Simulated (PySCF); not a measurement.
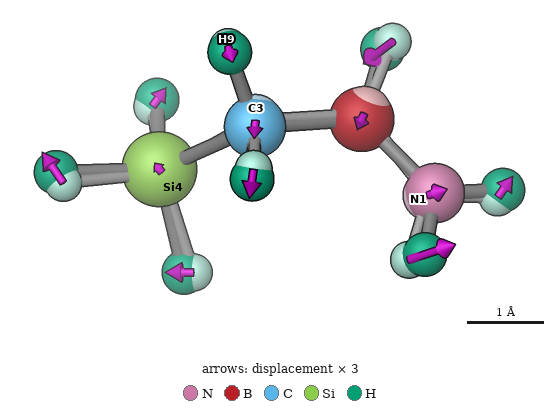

A relaxation of CH₈BNSi. The starting structure is drawn faded, the final one solid; purple arrows show the displacements, 3 times their true length. The two geometries are superimposed by the best rigid fit.

Style: ball-and-stick. Shown from a free direction.

The start comes from GFN2-xTB.

Theory: PBE0-D3(BJ)/def2-SVP geometry optimisation, gas phase (PySCF). 

What did the optimiser do to the structure, and how much energy did it gain?

The energy falls by 6.75 kJ/mol in 8 geometry steps. The largest force component goes from 0.97 to 0.015 eV/Å. An H atom moves most after the best rigid fit: 0.28 Å. Largest moves by element: H 0.28 Å, N 0.11 Å, C 0.09 Å, B 0.09 Å, Si 0.06 Å. Among the contacts that change: B–H 1.174 → 1.214 Å, H–Si 1.469 → 1.498 Å, C–Si 1.901 → 1.884 Å, C–H 1.092 → 1.104 Å. Bond angles that change, for instance: N–B–C 119.6° → 122.3°, C–Si–H 109.3° → 111.4°. The run took about 23 core-seconds on a shared host.
